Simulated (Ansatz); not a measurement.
# UBLYP/def2-SVP run of CH2F3Si (SMILES [CH2][Si](F)(F)F)

Aim: the vertical ionisation energy of CH2F3Si at UBLYP/def2-SVP, from 2 runs. 

The results are computed with Ansatz 0.2.0.

59 further runs of the same task are left out: 59 set aside as unsound or not needed. Runs told in other sessions of the task aren't counted.

### Step 1. The structure to begin with

The species is CH2F3Si (7 atoms), meant as a doublet with charge 0. As SMILES, `[CH2][Si](F)(F)F`. Geometry: relaxed at PBE0-D4/def2-TZVP.

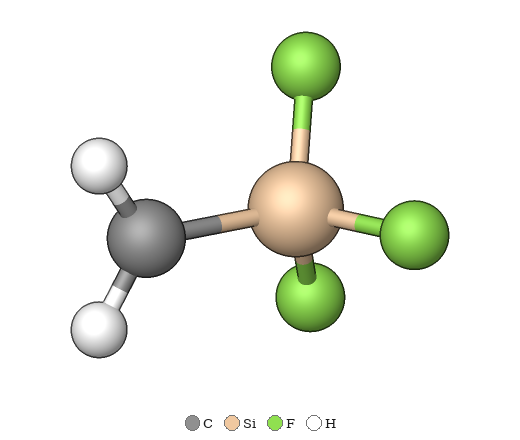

The structure, seen from a chosen angle (carbon grey, silicon light orange, fluorine green, hydrogen white).

### Step 2. The energy at UBLYP/def2-SVP

Input file job.yaml:

```yaml
crystal:
  periodic: [false, false, false]
  atoms:
    - symbol: C
      position_ang: [-0.691800, 0.401700, 0.763500]
    - symbol: Si
      position_ang: [0.442900, -0.260900, -0.483500]
    - symbol: F
      position_ang: [0.009400, 0.178500, -1.934200]
    - symbol: F
      position_ang: [0.495400, -1.838000, -0.481100]
    - symbol: F
      position_ang: [1.916900, 0.241300, -0.236600]
    - symbol: H
      position_ang: [-1.731100, 0.616200, 0.542200]
    - symbol: H
      position_ang: [-0.380400, 0.593100, 1.784100]
basis:
  gaussian: {orbitals: def2-SVP}
output: {orbitals: {seedname: orbitals}}
accuracy: high
hamiltonian: {xc: {name: BLYP}}
magnetization: {spin_polarized: true, initial_magnetization: 1}
```

Command:

```
$ ansatz run job.yaml --threads 1 --pin off --max-ram 2610MiB --events-out events.jsonl --progress --plain --runs-dir runs
```

What it wrote:

```text
Warning: RAYON_NUM_THREADS=1 ignored (pool sized by the plan → 1); use --threads N
Functional definition: BLYP
  name "BLYP"
  parameter beta = 0.0042
  parameter a = 0.04918
  parameter b = 0.132
  parameter c = 0.2533
  parameter d = 0.349
  exchange = b88_x(beta = beta)
  correlation = lyp_c(a = a, b = b, c = c, d = d)
1745 factors; integrals over basis functions are off by at most 4.0e-9 eV
mean field evaluation 1: about -17082.6745 eV, gradient 4.5e1 eV
mean field evaluation 2: about -17072.4392 eV, gradient 7.2e1 eV
mean field evaluation 4: about -17090.1534 eV, gradient 2.1e0 eV
mean field evaluation 8: about -17090.1779 eV, gradient 9.5e-2 eV
mean field evaluation 16: about -17090.1779 eV, gradient 5.7e-5 eV
mean field -17090.17791828 eV, -628.0524543583 hartree, gradient 3.3e-8 eV, S^2 0.752520; 0 other end points of the search recorded, 0 dependent functions left out
reference -17090.17796466 eV, -628.0524560625 hartree; 25, 24 occupied and 59, 60 virtual orbitals, 1745 factors
Total energy: -17090.17796466 eV, -628.0524560625 hartree
```

It took 8.1 s on 1 thread of Arm Neoverse V2, shared host; peak memory 0.25 GiB.

### Step 3. The singlet cation at the same level

Input file in.yaml:

```yaml
crystal:
  periodic: [false, false, false]
  atoms:
    - {symbol: C, position_ang: [-0.691800, 0.401700, 0.763500]}
    - {symbol: Si, position_ang: [0.442900, -0.260900, -0.483500]}
    - {symbol: F, position_ang: [0.009400, 0.178500, -1.934200]}
    - {symbol: F, position_ang: [0.495400, -1.838000, -0.481100]}
    - {symbol: F, position_ang: [1.916900, 0.241300, -0.236600]}
    - {symbol: H, position_ang: [-1.731100, 0.616200, 0.542200]}
    - {symbol: H, position_ang: [-0.380400, 0.593100, 1.784100]}
basis:
  gaussian: {orbitals: def2-SVP}
total_charge: 1
hamiltonian: {xc: {name: BLYP}}
accuracy: high
output: {orbitals: {seedname: orbitals}}
```

Command:

```
$ ansatz run in.yaml --threads 1 --pin off --max-ram 2610MiB --events-out events.jsonl --progress --plain --runs-dir runs
```

What it wrote:

```text
Warning: RAYON_NUM_THREADS=1 ignored (pool sized by the plan → 1); use --threads N
[... 9 set-up lines as earlier in the session ...]
1745 factors; integrals over basis functions are off by at most 4.0e-9 eV
mean field evaluation 1: about -17065.5441 eV, gradient 9.6e1 eV
mean field evaluation 2: about -16958.1378 eV, gradient 2.5e2 eV
mean field evaluation 4: about -17079.5621 eV, gradient 1.0e1 eV
mean field evaluation 8: about -17079.8232 eV, gradient 2.5e-1 eV
mean field evaluation 16: about -17079.8248 eV, gradient 4.1e-5 eV
mean field -17079.82475869 eV, -627.6719827610 hartree, gradient 8.6e-8 eV, S^2 0.000000; 1 other end points of the search recorded, 0 dependent functions left out
reference -17079.82480385 eV, -627.6719844204 hartree; 24, 24 occupied and 60, 60 virtual orbitals, 1745 factors
Total energy: -17079.82480385 eV, -627.6719844204 hartree
```

Run time: 6 s. Hardware: 1 thread of Arm Neoverse V2, shared host; peak memory 0.2 GiB.

### Step 4. Results

At UBLYP/def2-SVP:

| quantity | value |
| --- | --- |
| doublet CH2F3Si: total energy | -628.05246 Eh |
| doublet CH2F3Si: HOMO energy (highest over α and β) | -6.28 eV |
| doublet CH2F3Si: LUMO energy (lowest over α and β) | -4.21 eV |
| doublet CH2F3Si: ⟨S²⟩ | 0.753 |
| singlet cation: total energy | -627.67198 Eh |
| singlet cation: HOMO energy | -15.41 eV |
| singlet cation: LUMO energy | -14.12 eV |
| singlet cation: HOMO–LUMO gap | 1.30 eV |
| vertical ionisation energy (to the singlet cation) | 10.353 eV |

What this shows: The vertical ionisation energy comes to 10.35 eV (999 kJ/mol). Only the singlet of the ionised species was computed; a triplet could lie lower.
